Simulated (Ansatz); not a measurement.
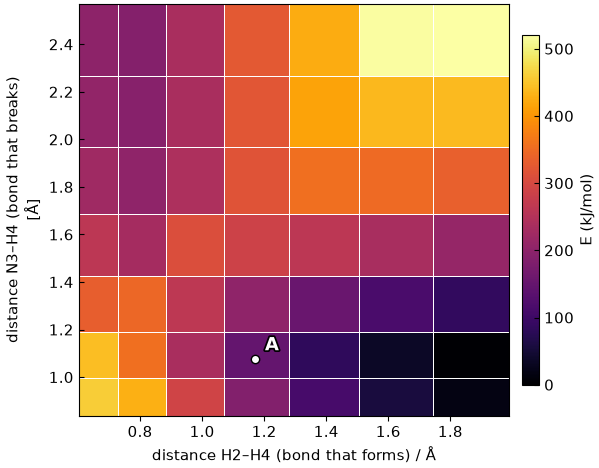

The reacting system GeH5N (fragments GeH₅N where the first distance is long, GeH₃N + H₂ where the second is long). 
- The first coordinate is: distance H2–H4 (bond that forms); the second: distance N3–H4 (bond that breaks).
- Relaxed at each point: all other coordinates.
- Grid: 7 × 7 points.
- Points are written as (first, second).
- Energies are in kJ/mol, from the lowest grid point.
- Energies and slopes of some neighbouring points disagree (a jump in structure or state, or too coarse a mesh). The reference is spin-restricted, so regions where a bond is pulled apart into radicals lie too high.
- Level of theory: RKS PBE0-D4/def2-TZVP in Ansatz 0.2.0.

In the figure: one coloured cell a grid point, the point A.

**Which way does the force act at A, and how strong is it?**

A, at (1.171 Å, 1.078 Å), is not a stationary point. The computed force is 360 kJ/mol for each Å towards larger values of the first coordinate and 71 kJ/mol for each Å towards smaller values of the second coordinate.
